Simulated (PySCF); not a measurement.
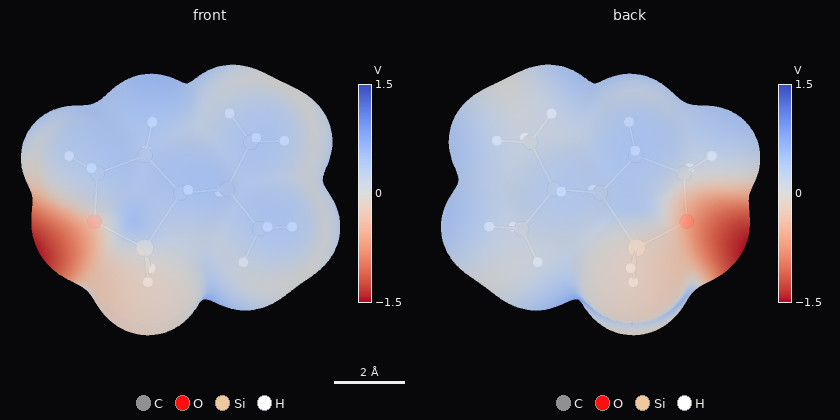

Figure. C6H14OSi. The electrostatic potential painted on the density surface at 0.001 e/bohr³, seen from the front and from behind; red is negative and blue positive.

Geometry: GFN2-xTB.

These are results of PBE0/pcSseg-1, SCF density, gas phase, non-relativistic (PySCF), not measurements.

Input file:

```
{"job": {"kind": "nmr", "xc": "PBE0", "basis": "pcSseg-1"}, "charge": 0, "multiplicity": 1}
C     -2.067681    -0.526979    -0.931638
C     -1.064863    -0.505401     0.219125
C     -1.730235     0.066436     1.471751
C      0.173916     0.299387    -0.173488
C      1.256912     0.325602     0.911878
C      2.572396     0.693390     0.227800
O      2.643050     0.051835    -1.025388
Si     1.191152    -0.344866    -1.660921
H     -2.401246     0.482989    -1.160570
H     -1.614631    -0.947844    -1.826098
H     -2.939032    -1.123272    -0.669007
H     -0.757396    -1.536273     0.430512
H     -1.997562     1.109701     1.312708
H     -1.065415     0.007421     2.329881
H     -2.637435    -0.486595     1.707566
H     -0.143966     1.329971    -0.368650
H      1.353885    -0.674128     1.341797
H      1.040401     1.030177     1.715355
H      2.632459     1.775998     0.066182
H      3.441451     0.381909     0.814002
H      1.143397    -1.792605    -1.840566
H      0.960035     0.402534    -2.893079
```

Run with:

```sh
OMP_NUM_THREADS=1 python probes_run.py task.json out
```

### Where is the surface potential most negative and most positive?

The most negative region (about −1.4 V, or −32 kcal/mol for a unit charge) lies over O7, the most positive (about +0.7 V, or +16 kcal/mol for a unit charge) over Si8 and H10. O7 is the likeliest acceptor of a hydrogen bond.

### How polar is the molecule by this calculation?

Its dipole moment is 1.83 D.
